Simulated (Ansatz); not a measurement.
# Tungsten, beta-W (A15) under PBEsol: relaxation and energy, part 2 of 2

The plan for tungsten in the beta-W (A15) structure: relax it, then solve it on a dense k-mesh. Spin polarisation is left out. The k-meshes are 5×5×5 for the relaxation; 7×7×7 for the dense run. It starts from a deposited cell (COD).

Ansatz 0.2.0; DFT, PBEsol, plane waves (420 eV) with PAW, scalar-relativistic. Earlier steps stand in the parts before.

## 3. Single point on a dense mesh

Input file input.yaml:

```yaml
crystal:
  lattice:
    - [5.0315212701, 0.0, 0.0]
    - [0.0, 5.0315212701, 0.0]
    - [0.0, 0.0, 5.0315212701]
  atoms:
    - { symbol: W, position: [1.0, 1.0, 0.0] }
    - { symbol: W, position: [0.5, 0.5, 0.5] }
    - { symbol: W, position: [0.0, 0.5, 0.25] }
    - { symbol: W, position: [0.0, 0.5, 0.75] }
    - { symbol: W, position: [0.25, 0.0, 0.5] }
    - { symbol: W, position: [0.75, 1.0, 0.5] }
    - { symbol: W, position: [0.5, 0.75, 0.0] }
    - { symbol: W, position: [0.5, 0.25, 0.0] }
hamiltonian:
  xc: pbesol
  pseudopotentials:
    kind: paw
    azcp:
      W: "pseudopotentials/W.paw.azcp"
basis:
  ecutwfc: 420
  fft_grid_basis: typed
kpoints:
  mp_grid: { grid: [7, 7, 7], shift: [0, 0, 0] }
magnetization:
  spin_polarized: false
scf:
  occupations: { method: fermi_dirac, width: 0.1 }
output:
  write_density: true
  write_potential: true
  elf: true
  volumetric_format: npy
```

The run is started by

```bash
$ ansatz run input.yaml --threads 4 --pin off --max-ram 8192MiB --backend cpu --events-out ev --progress --plain --runs-dir out
```

Standard output:

```text
Warning: <dir> the record states the generating functional pbe (its physics header spells it `PBE`), which answers neither for hamiltonian.xc's functional nor for the pbesol family's — results may be inconsistent (PPs are generated against a specific XC)
Warning: RAYON_NUM_THREADS=4 ignored (pool sized by the plan → 4); use --threads N
Engine: ansatz 0.2.0, x86_64-unknown-linux-gnu
Pseudopotentials: kind: paw
Pseudopotential: W, paw, valence charge 14, recommended cutoff 420 eV (normal), <dir>
Functional definition: PBEsol
  exchange = pbesol_x
  correlation = pbesol_c
Crystal: 8 atoms, lattice volume = 127.379 Å³
Basis set: ecut = 420 eV, 2517 PW (Γ)
Bands: 68, of which v1, the nominal top of the filled ones, is band 56 counted from 1 (55 counted from 0)
Symmetry: 48 space group operations
Space group: Pm-3n (ITA 223), of the structure as read, at distance tolerance 5.0e-5 Å
k-points: 20 of 343
Non-local potential: W, projectors of the file, l = 0: 3, l = 1: 2, l = 2: 2, l = 3: 1
PAW form: soft (Blöchl's): semilocal exchange-correlation on the pseudo side does not see the compensation charge
PAW frozen core: W, regenerated for the run's functional, and the local potential with it (the file was generated under x = pbe(κ = 0.804, μ = 0.2195149727645171), c = pbe(β = 0.06672455060314922))
PAW one-centre angular grid: W, 590 points (default); XC on 64 Gauss nodes
Initial density: superposition of atomic densities (neutral atoms: chi_scale 0, normalization atom), corrected by the library's trained network
Initial wavefunctions: pseudopotential atomic-orbital guess
Functional: x = pbesol(κ = 0.804, μ = 0.12345679012345678), c = pbesol(β = 0.046)
SCF iter   1: F=—  HF=-82051.816084 eV  |F-HF|=—  |Δ(HF+E_count)|=         —  Δρ=5.40e-3  dr2=2.93e-2  ethr=1.77e-3  ⟨swp⟩=4.1  Hψ=5056  notcnv=0
preconditioner: auto → Kerker (q_TF=auto, 2.670 Å⁻¹)  [metal: Δε(μ)=0.125 eV  Ē_g=5.145 eV  σ=0.100 eV  W_gap=0.28  n_scr=32 (ndim 8)  ℏωp=22.8 eV  f_vac=0.000  D(μ)=2.88/eV (n_scr^D=18)]
SCF iter   2: F=—  HF=-82051.810573 eV  |F-HF|=—  |Δ(HF+E_count)|=   5.51e-3  Δρ=3.01e-3  dr2=8.24e-3  ethr=2.62e-5  ⟨swp⟩=1.1  Hψ=1581  notcnv=0
SCF iter   3: F=—  HF=-82051.808546 eV  |F-HF|=—  |Δ(HF+E_count)|=   2.03e-3  Δρ=2.46e-4  dr2=4.40e-5  ethr=7.36e-6  ⟨swp⟩=2.0  Hψ=1760  notcnv=0
SCF iter   4: F=—  HF=-82051.808544 eV  |F-HF|=—  |Δ(HF+E_count)|=   1.71e-6  Δρ=4.33e-5  dr2=9.58e-7  ethr=3.92e-8  ⟨swp⟩=2.0  Hψ=2332  notcnv=0
iter 5 did not close the SCF: its close was put off for the readings that it lacked (scf_convergence_deferred on its scf_iter line)
SCF iter   5: F=-82051.808544 eV  HF=-82051.808544 eV  |F-HF|=3.16e-9  |Δ(HF+E_count)|=   2.84e-8  Δρ=5.77e-6  dr2=2.03e-8  ethr=8.55e-10  ⟨swp⟩=2.3  Hψ=2008  notcnv=0
SCF iter   6: F=-82051.808544 eV  HF=-82051.808544 eV  |F-HF|=2.76e-10  |Δ(HF+E_count)|=   1.75e-9  Δρ=7.68e-7  dr2=5.97e-10  ethr=1.81e-11  ⟨swp⟩=2.0  Hψ=4126  notcnv=0
SCF 1 converged in 6 iterations: F = -82051.808544 eV  dr2 = 5.97e-10
SCF converged after 6 iterations
Free energy (F): -82051.808544 eV
Harris-Foulkes:  -82051.808544 eV  (|F-HF|=2.76e-10)
Internal energy: -82051.706030 eV  (E = F + TS)
E sigma→0 (E₀):  -82051.757287 eV
Entropy (-TS):   -0.102514 eV (-12.814 meV/atom)
Fermi energy:    22.079720 eV
--- Per-component energies (eV) ---
  E_band       = -681.758529
  E_kinetic    = 3603.291354
  E_local      = -4895.738648  (includes V_loc(G=0)·N_el)
  E_nonlocal   = 25.536521
  E_hartree    = 1755.989685
  E_xc         = -2122.236631
  E_vxc        = -1909.672777  (∫ρ·V_xc dr)
  E_paw        = -67488.752416  (= ΣΔE_a)
  E_vpaw       = -1017.153705  (= ΣTr[D̂ρ^β])
  E_aug_tail   = -0.000538  (compensation charges beyond the density's cutoff)
  E_ewald      = -12931.569695
  E_core_change = 1.774337  (= ΣΔE_core)
  E_smearing   = -0.102514  (= −TS)
  E_closure    = 0.000000  (closes the sum)
  Σ components = -82051.808544   (vs F -82051.808544, Δ=0.00e0)
--- Band table (eV; the first three rows and the last of 20) ---
  k-point 0: bands = ["-51.8055", "-51.7542", "-51.7542", "-51.6030", "-51.6030", "-51.6030", "-51.3864", "-51.3730", "-16.9575", "-16.9575", "-16.8063", "-16.4694", "-16.4694", "-16.4694", "-16.1197", "-16.1197", "-16.1197", "-15.8857", "-15.8857", "-15.8857", "-15.7771", "-15.7771", "-15.7771", "-15.4478", "-15.4478", "-15.4478", "-15.4410", "-15.4410", "-15.4410", "-15.0522", "-15.0522", "-15.0522", "12.7338", "16.2152", "16.2152", "17.2095", "17.6352", "17.6352", "17.6352", "18.2703", "18.6096", "18.6096", "18.6096", "19.2362", "19.2362", "19.2362", "19.2818", "19.9808", "19.9808", "20.0616", "20.0616", "20.0616", "20.5889", "20.5889", "21.6039", "21.6039", "21.6039", "23.7476", "23.7476", "23.7476", "23.8014", "23.8014", "23.8014", "23.9634", "23.9634", "25.1199", "25.1199", "26.1279"]
  k-point 1: bands = ["-51.8009", "-51.7556", "-51.7486", "-51.6115", "-51.6030", "-51.6030", "-51.3860", "-51.3740", "-16.9627", "-16.9189", "-16.7750", "-16.4630", "-16.4630", "-16.4256", "-16.1462", "-16.1462", "-16.0865", "-15.8803", "-15.8643", "-15.8643", "-15.7932", "-15.7932", "-15.7826", "-15.4939", "-15.4606", "-15.4412", "-15.4412", "-15.4302", "-15.4302", "-15.1498", "-15.0539", "-15.0539", "12.9293", "16.1191", "16.4180", "16.8030", "17.6400", "17.6400", "18.1672", "18.2549", "18.4677", "18.4677", "18.6280", "18.8433", "19.2076", "19.3134", "19.3134", "19.4172", "20.1446", "20.1446", "20.3644", "20.4716", "20.6355", "20.7083", "21.5903", "21.5903", "21.8054", "22.8667", "23.6330", "23.6330", "23.7215", "23.9843", "24.0441", "24.0441", "24.8941", "24.9876", "25.0469", "26.1552"]
  k-point 2: bands = ["-51.7898", "-51.7600", "-51.7313", "-51.6350", "-51.6030", "-51.6030", "-51.3847", "-51.3764", "-16.9690", "-16.9116", "-16.5803", "-16.4488", "-16.4488", "-16.3037", "-16.1900", "-16.1900", "-16.0149", "-15.8654", "-15.8583", "-15.8583", "-15.8005", "-15.8005", "-15.7977", "-15.6170", "-15.5169", "-15.4267", "-15.4267", "-15.4082", "-15.4077", "-15.4077", "-15.0579", "-15.0579", "13.4828", "15.8719", "16.3485", "16.7464", "17.6068", "17.6068", "18.0424", "18.2625", "18.2625", "18.4352", "18.6820", "18.8039", "19.0498", "19.4217", "19.4217", "19.4954", "20.4607", "20.4986", "20.4986", "20.5906", "20.8749", "21.0271", "21.4515", "21.4515", "22.0777", "22.3183", "23.2176", "23.2176", "23.6610", "24.1457", "24.5152", "24.5644", "24.5644", "24.6232", "25.4918", "25.9829"]
  k-point 19: bands = ["-51.7078", "-51.7022", "-51.7022", "-51.6682", "-51.6682", "-51.6654", "-51.3862", "-51.3860", "-16.3954", "-16.3954", "-16.3922", "-16.2027", "-16.2027", "-16.1946", "-16.1696", "-16.1140", "-15.9392", "-15.9296", "-15.9296", "-15.8435", "-15.8435", "-15.8330", "-15.8330", "-15.7920", "-15.7920", "-15.7764", "-15.5175", "-15.5166", "-15.5166", "-15.4965", "-15.4853", "-15.4853", "16.5255", "16.7321", "16.7321", "17.0743", "17.1382", "17.1382", "17.4399", "17.5226", "18.7615", "18.7615", "18.8175", "18.8175", "19.5073", "19.5073", "19.7110", "19.7213", "19.8048", "19.8048", "20.2190", "20.2613", "20.2613", "21.1288", "21.3893", "21.3893", "22.8852", "22.8852", "23.4999", "23.8136", "24.2499", "24.2499", "24.5344", "24.7983", "24.8661", "24.8661", "25.0149", "25.0149"]
```

Run time: 3 s. Hardware: 4 threads of Intel Xeon Platinum 8259CL at 2.50GHz (Skylake/Cascade Lake), shared host; peak memory 0.6 GiB.

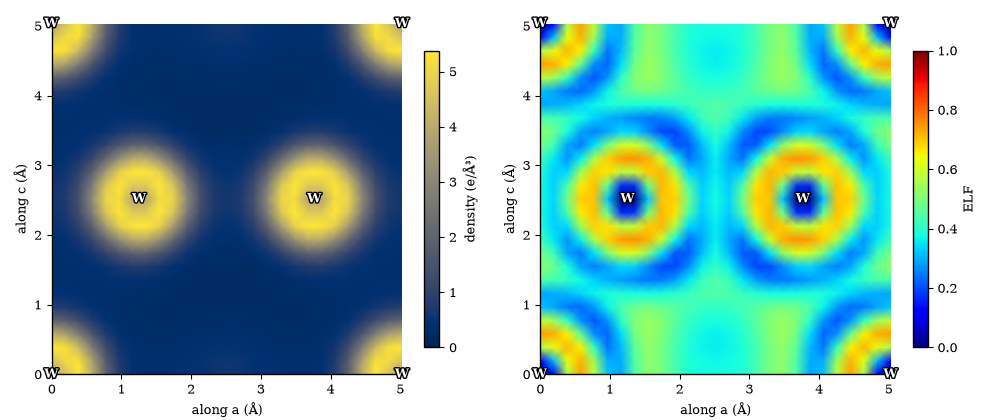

Density (left) and ELF (right) in a lattice plane of the grid's cell (edges 5.03 and 5.03 Å, at 0.000 of the third edge), which holds W. Only atoms in the plane are labelled. Both are smooth fields of the valence electrons: close to the nuclei they are not physical.

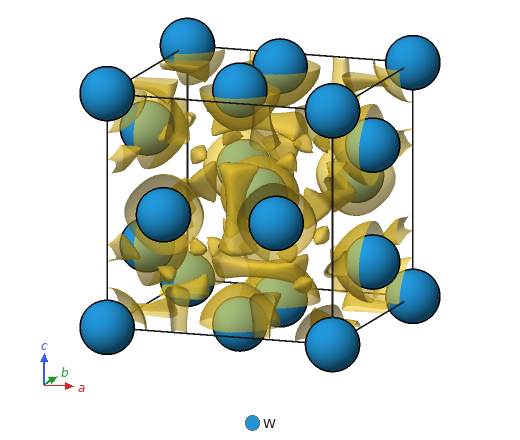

Surface of ELF = 0.48, drawn in one cell.

Outside the cores ELF peaks at 0.54 between the atoms, 1.7 Å from W.

## 4. Outcome

What follows sums up all 2 parts.

```
                      quantity                               value
space group (spins left aside)                     Pm-3n (No. 223)
             conventional cell                         a = 5.032 Å
                        volume                      15.922 Å³/atom
             shortest distance                             2.516 Å
   against the measured volume             -3.0 % (16.416 Å³/atom)
               gap on the mesh        none (levels filled in part)
               relative to bcc                        +98 meV/atom
 highest ELF outside the cores  0.54, 1.65 Å from the nearest atom
```

In words: The volume comes out 3.0 % smaller than measured. Part of the miss is zero-point motion and any thermal expansion in the deposited cell. It lies 98 meV/atom above the element's reference form at the same level (bcc, from a run of its own). Levels at the Fermi energy are filled in part, as in a metal. Relaxation kept the symmetry; phonons were not checked.
